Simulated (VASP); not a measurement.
Band structure of BP (zinc blende). Level of theory: vdW-DF-cx, VASP's PBE PAW potentials (set 64) (plane waves; VASP).

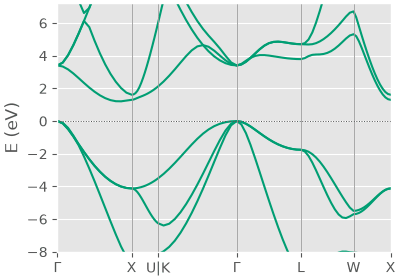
Fig. 1. Bands along high-symmetry lines, zero at the valence-band maximum or, without a gap, the Fermi level

Q: Read the plot: is there a gap, and where are the band edges?

A: The gap is indirect, 1.21 eV, from the valence maximum at Γ to the conduction minimum at Γ-X at 0.86. (Edges off the drawn lines would not show.)

The compound is BP in the zinc blende structure. It was relaxed first.
